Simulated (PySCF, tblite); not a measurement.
**C7H15BN2: geometry, infrared bands and NMR shifts**

What infrared bands and NMR shifts should C7H15BN2 (`CB1NCCN1C1CCC1`) show?

The runs use tblite 0.8.0 and PySCF 2.14.0, with density-fitted response routines of our own; the level of theory stands in each step. All values are computed, except where a source is named. Atoms are numbered from 0 throughout.

## 1. Starting geometry

25 atoms, charge 0, multiplicity 1; geometry from: force field or distance geometry start.

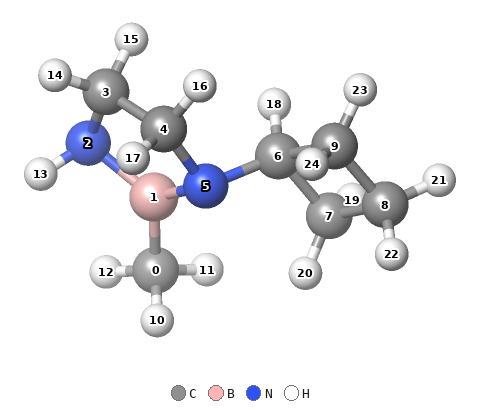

As it starts; carbon grey, boron pink, nitrogen blue, hydrogen white, atoms numbered.

## 2. Optimising the geometry with GFN2-xTB

What the job is given:

```
{"job": {"kind": "relax", "xc": "GFN2-xTB", "basis": "xTB"}, "charge": 0, "multiplicity": 1}
C      1.584500    -2.027200    -0.731400
B      1.414500    -0.480500    -0.371700
N      2.636800     0.391500    -0.141700
C      2.011900     1.718900    -0.019800
C      0.591700     1.652600    -0.591600
N      0.101400     0.265100    -0.546300
C     -0.762400     0.057100     0.630100
C     -1.467600    -1.298100     0.617800
C     -2.815700    -0.609000     0.513100
C     -2.127800     0.743300     0.499600
H      1.128700    -2.215300    -1.731000
H      1.058800    -2.650000     0.031600
H      2.645900    -2.296700    -0.740800
H      3.177300     0.375700    -1.040400
H      2.617600     2.499100    -0.521400
H      1.952800     1.973000     1.080900
H     -0.069000     2.379000    -0.067200
H      0.629900     1.963200    -1.665300
H     -0.272000     0.280800     1.617100
H     -1.347400    -1.858400     1.574000
H     -1.265900    -1.904400    -0.288600
H     -3.446700    -0.749200     1.421300
H     -3.341000    -0.819600    -0.429600
H     -2.383500     1.357500     1.381800
H     -2.263700     1.275700    -0.471200
```

Started as:

```bash
$ OMP_NUM_THREADS=1 python probes_run.py task.json out
```

One launch serves the whole session: the jobs run in the order shown.

Output:

```text
step      E/eV     max force
  0    -808.36166    3.171
  1    -808.76670    2.213
  2    -809.06350    0.903
  3    -809.14018    0.854
  4    -809.20079    0.772
  5    -809.25998    0.646
  6    -809.33625    0.686
  7    -809.38527    0.462
  8    -809.42112    0.352
  9    -809.44484    0.344
 10    -809.47319    0.447
 11    -809.50143    0.546
 12    -809.52016    0.545
 13    -809.53705    0.218
 14    -809.54464    0.204
 15    -809.55246    0.187
 16    -809.56022    0.195
 17    -809.56773    0.182
 18    -809.57555    0.203
 19    -809.58405    0.229
 20    -809.59311    0.241
 21    -809.60289    0.236
 22    -809.61208    0.320
 23    -809.62282    0.259
 24    -809.63552    0.283
 25    -809.65427    0.294
 26    -809.66480    0.241
 27    -809.68008    0.234
 28    -809.69303    0.243
 29    -809.70759    0.285
 30    -809.72109    0.314
 31    -809.73314    0.284
 32    -809.74159    0.324
 33    -809.75335    0.271
 34    -809.76595    0.296
 35    -809.77820    0.243
 36    -809.79112    0.252
 37    -809.80494    0.220
 38    -809.81239    0.340
 39    -809.82457    0.284
 40    -809.83384    0.241
 41    -809.84888    0.223
 42    -809.85230    0.168
 43    -809.85728    0.136
 44    -809.86313    0.170
 45    -809.86597    0.181
 46    -809.87015    0.120
 47    -809.87359    0.120
 48    -809.87743    0.181
 49    -809.88134    0.214
 50    -809.88491    0.128
 51    -809.88820    0.217
 52    -809.89138    0.123
 53    -809.89520    0.150
 54    -809.89860    0.187
 55    -809.90099    0.139
 56    -809.90290    0.085
 57    -809.90475    0.085
 58    -809.90671    0.092
 59    -809.90837    0.077
 60    -809.90964    0.077
 61    -809.91069    0.070
 62    -809.91181    0.099
 63    -809.91314    0.097
 64    -809.91469    0.089
 65    -809.91619    0.081
 66    -809.91759    0.088
 67    -809.91884    0.093
 68    -809.91995    0.081
 69    -809.92088    0.065
 70    -809.92164    0.058
 71    -809.92227    0.061
 72    -809.92276    0.047
 73    -809.92311    0.038
 74    -809.92334    0.033
 75    -809.92353    0.034
 76    -809.92373    0.033
 77    -809.92396    0.033
 78    -809.92419    0.040
 79    -809.92445    0.046
 80    -809.92475    0.048
 81    -809.92515    0.045
 82    -809.92559    0.043
 83    -809.92600    0.042
 84    -809.92633    0.041
 85    -809.92664    0.044
 86    -809.92701    0.052
 87    -809.92743    0.058
 88    -809.92779    0.047
 89    -809.92804    0.039
 90    -809.92823    0.028
 91    -809.92842    0.044
 92    -809.92861    0.044
 93    -809.92875    0.023
 94    -809.92884    0.021
 95    -809.92891    0.020
 96    -809.92899    0.026
 97    -809.92909    0.026
 98    -809.92920    0.020
 99    -809.92931    0.023
100    -809.92942    0.025
101    -809.92952    0.023
102    -809.92963    0.020
103    -809.92975    0.020
104    -809.92989    0.029
105    -809.93001    0.031
106    -809.93011    0.028
107    -809.93019    0.021
108    -809.93026    0.016
109    -809.93033    0.015
110    -809.93037    0.011
111    -809.93039    0.010
```

Run time: 1.8 s. Hardware: 1 thread of Arm Neoverse N1, shared host.

Relaxation path: (not every step is listed)

```
step  energy from step 0 (eV)  largest force (eV/Å)
   0                   0.0000                3.1708
   1                  -0.4050                2.2132
   2                  -0.7018                0.9029
   3                  -0.7785                0.8535
   4                  -0.8391                0.7724
   5                  -0.8983                0.6459
   6                  -0.9746                0.6862
   7                  -1.0236                0.4623
   8                  -1.0595                0.3516
  17                  -1.2061                0.1820
  26                  -1.3031                0.2411
  35                  -1.4165                0.2435
  44                  -1.5015                0.1698
  53                  -1.5335                0.1496
  62                  -1.5501                0.0988
  71                  -1.5606                0.0609
  80                  -1.5631                0.0482
  89                  -1.5664                0.0389
  98                  -1.5675                0.0198
 106                  -1.5684                0.0276
 107                  -1.5685                0.0212
 108                  -1.5686                0.0155
 109                  -1.5687                0.0146
 110                  -1.5687                0.0109
 111                  -1.5687                0.0097
```

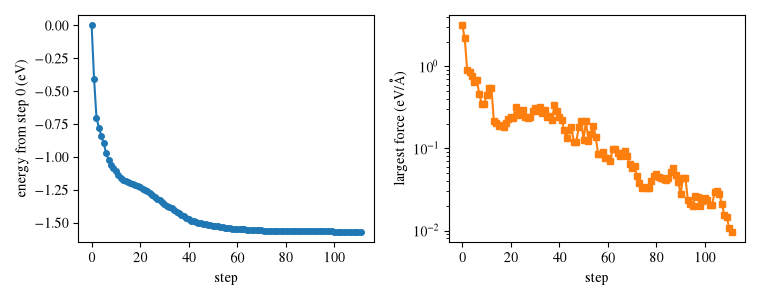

Energy and force, step by step.

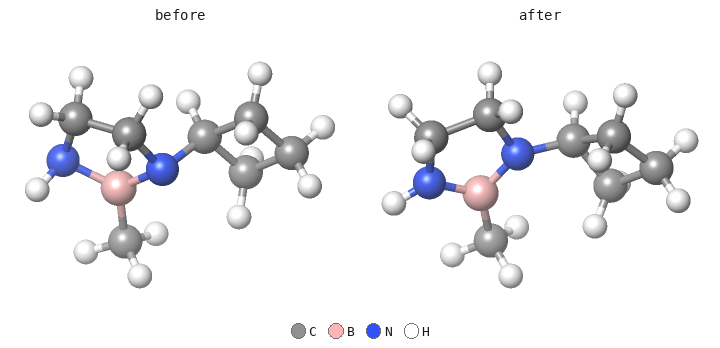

Before and after, at one scale.

Distances of close pairs at the start and the end, largest changes first:

```
  bond  before (Å)  after (Å)  change (Å)
 B1–N2       1.519      1.407      -0.112
 B1–N5       1.520      1.413      -0.107
N2–H13       1.049      1.004      -0.045
 N5–C6       1.474      1.430      -0.044
C3–H15       1.131      1.097      -0.034
C0–H11       1.116      1.086      -0.030
C9–H24       1.116      1.088      -0.028
 N2–C3       1.472      1.445      -0.028
```

The end geometry stands in the next job.

## 3. Vibrational analysis with GFN2-xTB

What the job is given:

```
{"job": {"kind": "ir", "xc": "GFN2-xTB", "basis": "xTB"}, "charge": 0, "multiplicity": 1}
C      1.549243    -2.014549    -0.482086
B      1.436872    -0.438389    -0.347530
N      2.460443     0.455189    -0.712202
C      2.099627     1.837161    -0.495203
C      0.730600     1.748639     0.199074
N      0.367728     0.341249     0.148630
C     -0.882140     0.015756     0.762024
C     -1.518623    -1.349490     0.452259
C     -2.877268    -0.654329     0.290948
C     -2.149279     0.691603     0.182245
H      1.020909    -2.381902    -1.359708
H      1.136587    -2.530682     0.380243
H      2.586178    -2.325817    -0.585231
H      3.347658     0.270227    -1.143490
H      2.028276     2.383189    -1.446620
H      2.838158     2.352757     0.131636
H      0.787006     2.087511     1.243849
H     -0.020759     2.364604    -0.307663
H     -0.828350     0.188079     1.849792
H     -1.440760    -2.109535     1.225843
H     -1.153379    -1.748566    -0.488441
H     -3.491095    -0.721571     1.187149
H     -3.473240    -0.952218    -0.569011
H     -2.565239     1.524466     0.745568
H     -2.000088     0.990762    -0.852940
```

Output:

```text
mode    cm-1     km/mol
  1      46.0      0.10
  2      79.3      0.65
  3     123.7      0.83
  4     146.1      0.16
  5     149.9      0.39
  6     160.9      0.69
  7     194.3      3.50
  8     252.3      0.05
  9     351.9      0.61
 10     409.6     34.14
 11     432.5     47.55
 12     453.3     21.78
 13     541.4      1.17
 14     582.0      0.26
 15     688.4      4.09
 16     753.6      7.35
 17     821.2      0.74
 18     842.4      2.55
 19     860.1      2.38
 20     866.0      3.83
 21     879.0     59.21
 22     949.2      7.28
 23     983.0      0.10
 24    1003.9      0.34
 25    1030.6      0.02
 26    1040.3      6.49
 27    1067.9     10.28
 28    1084.9      0.95
 29    1088.8      5.19
 30    1114.0      7.30
 31    1124.9      6.82
 32    1174.3      5.97
 33    1183.0      1.66
 34    1194.5     17.90
 35    1202.4     16.75
 36    1208.1     21.18
 37    1209.8     11.37
 38    1236.5      0.59
 39    1243.7      3.19
 40    1249.5     15.59
 41    1262.9      8.72
 42    1287.3     90.18
 43    1300.8     56.55
 44    1337.4     79.03
 45    1394.5      8.71
 46    1409.6    310.43
 47    1437.8    172.80
 48    1467.4      1.10
 49    1471.7      0.92
 50    1493.2      0.93
 51    1493.6     10.56
 52    1510.5      1.02
 53    1513.8      1.42
 54    1515.1      0.44
 55    2811.7     89.82
 56    2839.5      7.93
 57    2855.6    141.18
 58    2897.9     82.01
 59    2915.1     86.38
 60    2996.1      6.04
 61    3006.1     71.33
 62    3011.9     35.60
 63    3016.4     44.96
 64    3017.6     31.85
 65    3021.3     91.06
 66    3033.5     61.52
 67    3046.2     34.80
 68    3054.5     29.38
 69    3519.9      1.98
```

It took 2 s on 1 thread of Arm Neoverse N1, shared host.

Which atoms move in the most intense modes:

```
cm⁻¹  km/mol                         atoms
1287    90.2   C3 23 %, H14 19 %, H15 17 %
1410   310.4     B1 27 %, N2 22 %, N5 15 %
1438   172.8     N5 30 %, B1 30 %, N2 11 %
2812    89.8                      H18 93 %
2856   141.2            H16 41 %, H14 40 %
2898    82.0            H15 68 %, H14 21 %
2915    86.4            H17 77 %, H16 12 %
3021    91.1  H24 55 %, H19 17 %, H21 17 %
```

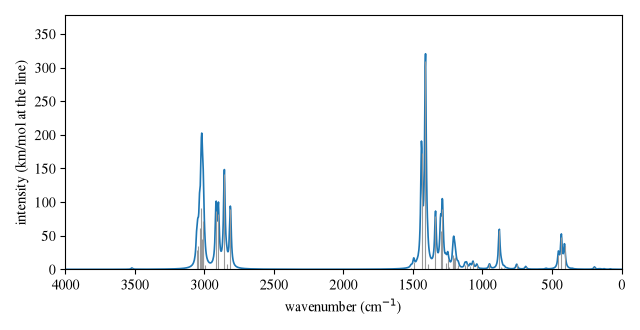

The infrared spectrum from these modes, unscaled. Lines are broadened to a width of 14 cm⁻¹ (Lorentzian).

## 4. NMR shieldings: PBE0/pcSseg-1

Same as in step 3 but for these lines:

```diff
@@ -1,2 +1,2 @@
-{"job": {"kind": "ir", "xc": "GFN2-xTB", "basis": "xTB"}, "charge": 0, "multiplicity": 1}
+{"job": {"kind": "nmr", "xc": "PBE0", "basis": "pcSseg-1"}, "charge": 0, "multiplicity": 1}
 C      1.549243    -2.014549    -0.482086
```

With the program's defaults for keys left out, this is: GIAO PBE0/pcSseg-1 NMR shielding, non-relativistic, gas phase.

Output:

```text
coarse grid: 20112 points
cycle   1  E = -409.4999314318  dE =  1.431e+00  |g| = 5.542e-01  |ddm| = 4.431e+00
cycle   2  E = -409.4809625216  dE =  1.897e-02  |g| = 6.392e-01  |ddm| = 1.136e+00
cycle   3  E = -409.5799519562  dE = -9.899e-02  |g| = 5.495e-02  |ddm| = 6.593e-01
cycle   4  E = -409.5803760396  dE = -4.241e-04  |g| = 3.053e-02  |ddm| = 6.277e-02
cycle   5  E = -409.5805736429  dE = -1.976e-04  |g| = 5.828e-03  |ddm| = 2.416e-02
cycle   6  E = -409.5805803220  dE = -6.679e-06  |g| = 1.515e-03  |ddm| = 5.705e-03
final grid: 192232 points
cycle   7  E = -409.6383189517  dE = -7.819e-05  |g| = 1.144e-02  |ddm| = 4.388e-02
cycle   8  E = -409.6383064806  dE =  1.247e-05  |g| = 1.365e-02  |ddm| = 2.172e-02
cycle   9  E = -409.6383521078  dE = -4.563e-05  |g| = 7.467e-04  |ddm| = 1.172e-02
cycle  10  E = -409.6383522129  dE = -1.052e-07  |g| = 3.077e-04  |ddm| = 7.450e-04
cycle  11  E = -409.6383522330  dE = -2.005e-08  |g| = 6.960e-05  |ddm| = 2.549e-04
cycle  12  E = -409.6383522338  dE = -8.015e-10  |g| = 3.452e-05  |ddm| = 8.771e-05
cycle  13  E = -409.6383522341  dE = -2.624e-10  |g| = 3.952e-06  |ddm| = 2.900e-05
converged SCF energy = -409.6383522341

GIAO shielding tensors (ppm)
atom      isotropic    diamagn.    paramagn.     s11        s22        s33       span
  0 C      190.513     253.148     -62.635    187.186    189.516    194.839      7.653
  1 B       73.223     195.303    -122.080     49.279     71.083     99.305     50.026
  2 N      183.176     324.973    -141.797    133.069    166.958    249.502    116.433
  3 C      139.803     246.953    -107.150    117.435    135.313    166.661     49.226
  4 C      135.296     245.414    -110.118    105.528    133.531    166.828     61.299
  5 N      160.214     325.783    -165.569    101.010    159.131    220.500    119.491
  6 C      132.786     241.755    -108.969    114.497    125.274    158.586     44.089
  7 C      157.485     249.524     -92.040    145.277    150.978    176.198     30.921
  8 C      171.404     253.910     -82.506    160.597    171.108    182.507     21.910
  9 C      154.804     251.192     -96.388    138.025    149.013    177.375     39.350
 10 H       31.535      31.892      -0.357     27.182     29.780     37.643     10.461
 11 H       31.587      32.918      -1.332     26.345     31.570     36.846     10.501
 12 H       31.718      30.022       1.696     26.592     29.784     38.777     12.185
 13 H       29.659      32.715      -3.056     22.110     28.314     38.553     16.443
 14 H       28.048      29.272      -1.223     23.356     26.262     34.528     11.172
 15 H       28.091      28.278      -0.188     23.588     26.072     34.611     11.023
 16 H       28.635      30.488      -1.853     23.893     27.196     34.817     10.924
 17 H       28.348      31.434      -3.086     23.656     28.665     32.724      9.067
 18 H       27.986      31.869      -3.883     23.758     28.293     31.907      8.149
 19 H       29.415      31.508      -2.094     25.185     27.981     35.078      9.892
 20 H       29.428      33.785      -4.357     24.901     29.631     33.750      8.849
 21 H       29.920      30.282      -0.362     26.782     26.954     36.024      9.242
 22 H       29.929      29.710       0.219     25.956     26.767     37.064     11.109
 23 H       29.616      31.071      -1.455     25.460     27.869     35.518     10.058
 24 H       29.963      32.433      -2.470     26.510     29.911     33.468      6.958
```

It took 2.2 min on 1 thread of Arm Neoverse N1, shared host; peak memory 1.1 GiB.

Shifts follow as δ = σ(reference) − σ, with reference shieldings (ppm) from runs at the same level and on the same kind of geometry: ¹H TMS 31.72, ¹³C TMS 186.9, ¹⁵N NH3 267.7, ¹¹B BF3·OEt2 100.1. The references are single molecules in the gas phase, so shifts against H2O, NH3, PH3, H3PO4 or CFCl3 are not on the usual liquid scales and can be off by tens of ppm. Atoms listed in one row are averaged.

```
        atoms                                                  environment  σ (ppm)  δ (ppm)  δ scaled to CDCl3
           C6                                           sp3 CH bonded to N    132.8     54.1               50.9
           C4                                          sp3 CH2 bonded to N    135.3     51.6               48.5
           C3                                          sp3 CH2 bonded to N    139.8     47.1               44.1
       C7, C9                                            sp3 CH2 in a ring    156.1     30.8               28.1
           C8                                            sp3 CH2 in a ring    171.4     15.5               13.2
           C0                                    methyl carbon bonded to B    190.5     -3.6               -5.4
          H18                            hydrogen on an sp3 CH bonded to N    27.99     3.73               3.62
     H14, H15                           hydrogen on an sp3 CH2 bonded to N    28.07     3.65               3.54
     H16, H17                           hydrogen on an sp3 CH2 bonded to N    28.49     3.23               3.15
     H19, H23                             hydrogen on an sp3 CH2 in a ring    29.52     2.20               2.18
          H13  hydrogen on a nitrogen bonded to C, B, in a 5-membered ring    29.66     2.06                  –
     H20, H24                             hydrogen on an sp3 CH2 in a ring    29.70     2.02               2.01
          H21                             hydrogen on an sp3 CH2 in a ring    29.92     1.80               1.80
          H22                             hydrogen on an sp3 CH2 in a ring    29.93     1.79               1.79
H10, H11, H12                      hydrogen on a methyl carbon bonded to B    31.61     0.10               0.20
           B1                 boron bonded to C, 2 N, in a 5-membered ring     73.2     26.8                  –
           N5              nitrogen bonded to 2 C, B, in a 5-membered ring    160.2    107.5                  –
           N2             nitrogen bonded to C, B, H, in a 5-membered ring    183.2     84.6                  –
```

The scaled column applies a straight-line fit of computed shieldings to shifts measured in CDCl3 (root-mean-square error 0.16 ppm for H, 1.9 ppm for C).

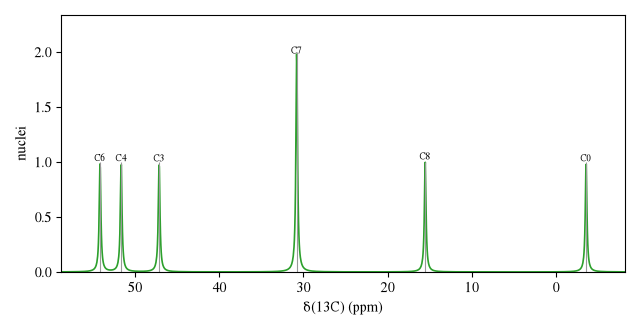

¹³C lines at the computed shifts, without couplings. Lines are broadened to a width of 0.23 ppm (Lorentzian).

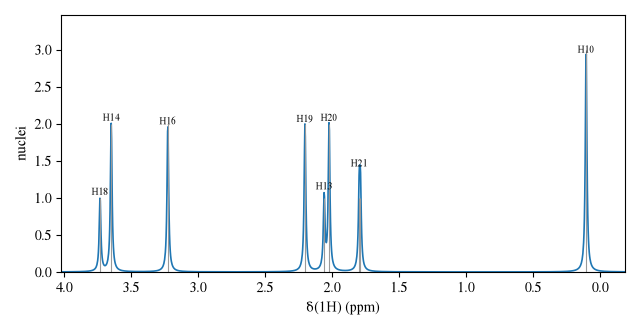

¹H lines at the computed shifts, without couplings. Lines are broadened to a width of 0.01 ppm (Lorentzian).

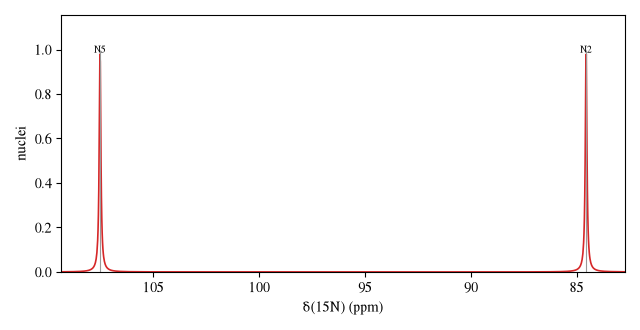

¹⁵N lines at the computed shifts, without couplings. Lines are broadened to a width of 0.09 ppm (Lorentzian).

The run also stored atomic charges by several schemes (e):

```
 atoms  Mulliken    IAO  Hirshfeld  ESP fit
    C0     -0.54  -0.58      -0.20    -0.80
    B1      0.57   0.26       0.16     0.53
    N2     -0.54  -0.43      -0.20    -0.64
    C3     -0.01  -0.14      -0.02     0.12
    C4     -0.02  -0.15      -0.02    -0.04
    N5     -0.66  -0.27      -0.13    -0.36
    C6     -0.05   0.00       0.03     0.33
C7, C9     -0.17  -0.27      -0.08    -0.14
    C8     -0.22  -0.26      -0.07    -0.20
```

ESP fit charges:

C0 -0.80; B1 0.53; N2 -0.64; C3 0.12; C4 -0.04; N5 -0.36; C6 0.33; C7 -0.16; C8 -0.20; C9 -0.13; H10 0.18; H11 0.16; H12 0.19; H13 0.32; H14 0.03; H15 0.03; H16 0.04; H17 0.03; H18 -0.02; H19 0.05; H20 0.09; H21 0.08; H22 0.07; H23 0.03; H24 0.07

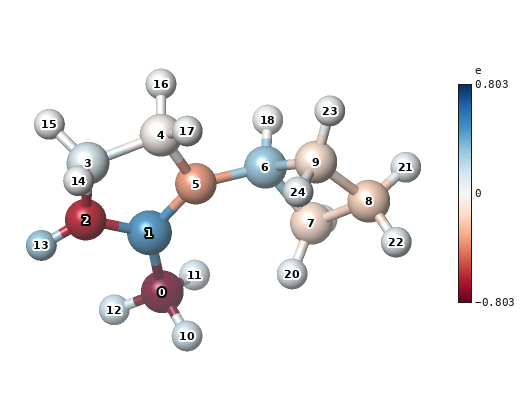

ESP fit charges, as colours on the atoms.

Mayer bond orders: C0–B1 1.03, B1–N2 1.16, N2–C3 0.97, C3–C4 1.07, C4–N5 0.96, N5–C6 0.93, C6–C7 1.04, C7–C8 1.05, C8–C9 1.05, N5–B1 1.10, C9–C6 1.02.

Ring of atoms B1, N2, C3, C4, N5: NICS(0) -5.2, NICS(1) -1.7, NICS(1)zz -1.0 ppm (means of both faces).

Ring of atoms C6, C7, C8, C9: NICS(0) -1.0, NICS(1) -1.1, NICS(1)zz 3.9 ppm (means of both faces).

The fields below are evaluated on a grid from the run's orbitals.

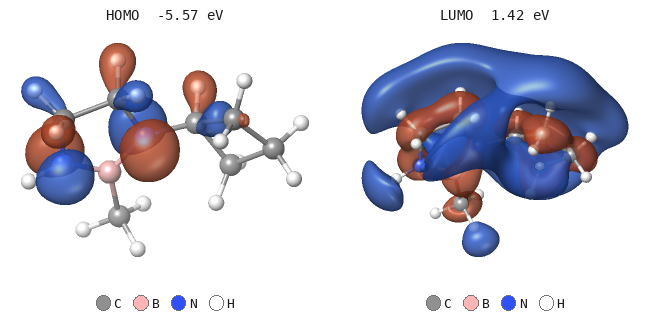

Frontier orbitals at PBE0/pcSseg-1; each surface holds 70 % of the orbital's density, blue and red mark the sign.

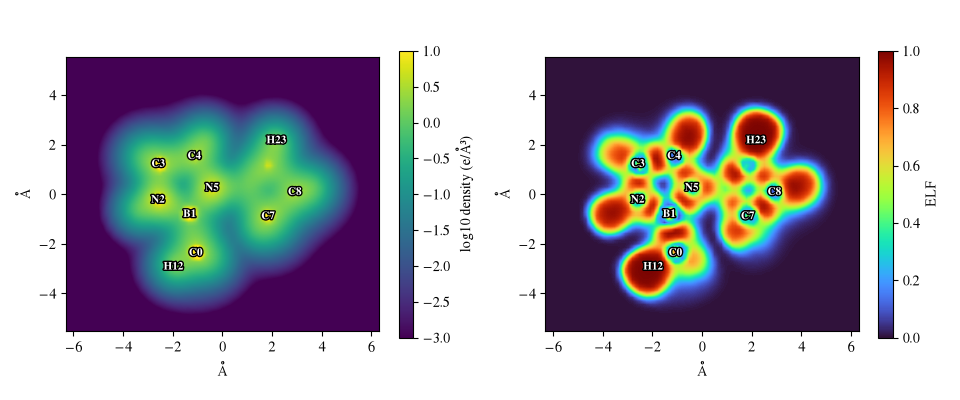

Density (left) and ELF (right) in a plane through or near 10 of the atoms.

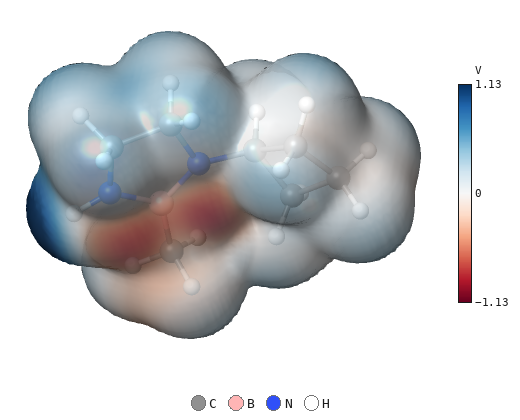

The potential that a unit positive charge feels on the 0.002 e/bohr³ surface, from -0.82 V near N2 to 1.13 V near H13.

## 5. Outcome

| quantity | value |
| --- | --- |
| strongest single infrared mode (GFN2-xTB) | 1410 cm⁻¹, 310 km/mol |
| zero-point energy (GFN2-xTB) | 137.2 kcal/mol |
| ¹³C shifts against TMS (PBE0/pcSseg-1, means over atoms taken as alike) | 54.1, 51.6, 47.1, 30.8, 15.5, -3.6 ppm |
| ¹H shifts against TMS (PBE0/pcSseg-1, means over atoms taken as alike) | 3.73, 3.65, 3.23, 2.20, 2.06, 2.02, 1.80, 1.79, 0.10 ppm |
| ¹¹B shifts against BF3·OEt2 (PBE0/pcSseg-1) | 26.8 ppm |
| ¹⁵N shifts against NH3 (PBE0/pcSseg-1) | 107.5, 84.6 ppm |
| surface potential, least and greatest | -0.82 V and 1.13 V |

What this shows: Over 111 steps the energy fell by 1.569 eV; of the close pairs, B1–N2 changed most, 1.519 to 1.407 Å. No mode is imaginary among the 69: a minimum at this level. The strongest single mode, at 1410 cm⁻¹, is spread over many atoms; the largest shares are those of B1, N2. Unscaled tight-binding wavenumbers are off by several per cent, some by more. Its intensities can rank the bands wrongly. The most deshielded carbon is C6 (sp3 CH bonded to N), at 54.1 ppm: deshielded by the electronegative neighbour. The most deshielded hydrogen is H18 (hydrogen on an sp3 CH bonded to N), at 3.73 ppm: its carbon carries N, which withdraws density.
